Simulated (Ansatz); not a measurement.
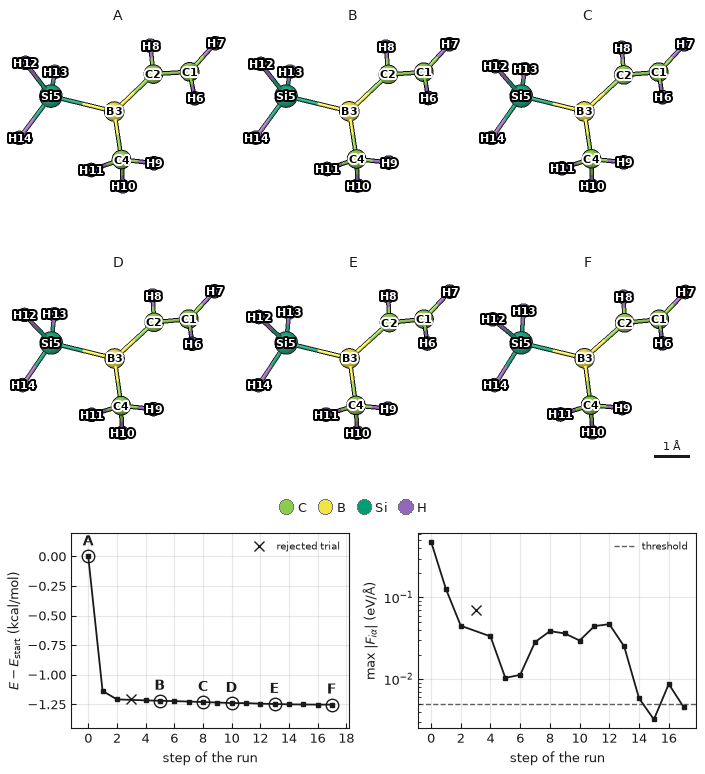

Frames of a relaxation of C₃H₉BSi, marked on the history of the run. A ball-and-stick model, seen at a tilt.

The start comes from PBE-D4/def2-SVP.

Level of theory: RKS PBE0-D4/def2-TZVP (Ansatz). Settings: force threshold 0.005 eV/Å; at most 150 steps.

### Describe the path.

The energy falls by 1.25 kcal/mol in 16 accepted moves (17 points after the start). Largest force component: 0.48 eV/Å at the start, 0.0045 eV/Å at the end. The line search rejected the trial step at point 3 of the run. The forces were under the threshold at step 15, but the run went on from there. H12 moves most after the best rigid fit: 0.31 Å. By element the largest moves are H 0.31 Å, C 0.09 Å, B 0.02 Å, Si 0.01 Å. Some distances before and after: C1–C2 1.356 → 1.337 Å, Si5–H12 1.513 → 1.495 Å, C1–H6 1.104 → 1.086 Å, C2–H8 1.107 → 1.089 Å. The run took 63 s on 4 threads of Arm Neoverse V1 (shared host). From step 0 to 5: H atoms move most (0.04 Å), energy −1.22 kcal/mol. From step 5 to 8: H atoms move most (0.08 Å), energy −0.01 kcal/mol. From step 8 to 10: H atoms move most (0.06 Å), energy −0.01 kcal/mol. From step 10 to 13: H12 moves most (0.07 Å), energy −0.01 kcal/mol. From step 13 to 17: H12 moves most (0.08 Å), energy −0.01 kcal/mol.

| step | E − E(0), kcal/mol | largest force component, eV/Å | note |
| --- | --- | --- | --- |
| 0 | 0.00 | 0.4826 |  |
| 1 | -1.14 | 0.1271 |  |
| 2 | -1.21 | 0.0450 |  |
| 3 | -1.21 | 0.0698 | rejected |
| 4 | -1.22 | 0.0334 |  |
| 5 | -1.22 | 0.0104 |  |
| 6 | -1.22 | 0.0113 |  |
| 7 | -1.23 | 0.0284 |  |
| 8 | -1.23 | 0.0387 |  |
| 9 | -1.23 | 0.0363 |  |
| 10 | -1.24 | 0.0297 |  |
| 11 | -1.24 | 0.0446 |  |
| 12 | -1.24 | 0.0471 |  |
| 13 | -1.25 | 0.0251 |  |
| 14 | -1.25 | 0.0058 |  |
| 15 | -1.25 | 0.0032 |  |
| 16 | -1.25 | 0.0087 |  |
| 17 | -1.25 | 0.0045 |  |
